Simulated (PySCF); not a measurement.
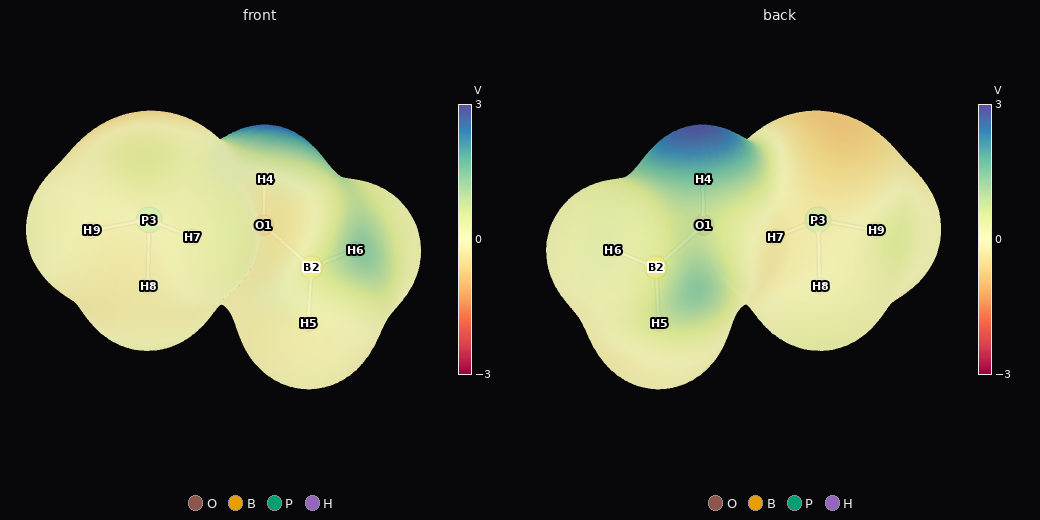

*BH6OP. The electrostatic potential painted on the density surface at 0.002 e/bohr³, seen from the front and from behind; the colour scale runs from red (negative) to blue (positive).*

Geometry: GFN2-xTB; at this geometry the atoms fall into two loosely joined parts.

These are results of PySCF, CAM-B3LYP/def2-SVPD, SCF density, gas phase, not measurements.

```yaml
atoms:
  - { symbol: O, position_ang: [-0.7795, 0.1554, 0.4662] }
  - { symbol: B, position_ang: [-1.7849, -0.5235, -0.0696] }
  - { symbol: P, position_ang: [1.7645, 0.4973, 0.3567] }
  - { symbol: H, position_ang: [-0.9422, 0.6516, 1.2709] }
  - { symbol: H, position_ang: [-1.5430, -1.1197, -1.0487] }
  - { symbol: H, position_ang: [-2.8631, -0.5265, 0.4075] }
  - { symbol: H, position_ang: [1.3898, 1.0825, -0.8409] }
  - { symbol: H, position_ang: [1.6561, -0.7810, -0.1625] }
  - { symbol: H, position_ang: [3.1158, 0.5698, 0.0225] }
```

### Which sites attract a positive test charge, and which a negative one?

A positive charge is drawn to the negative regions and a negative charge to the positive ones. The most negative region (about −0.8 V) lies over P3, the most positive (about +2.8 V) over H4.
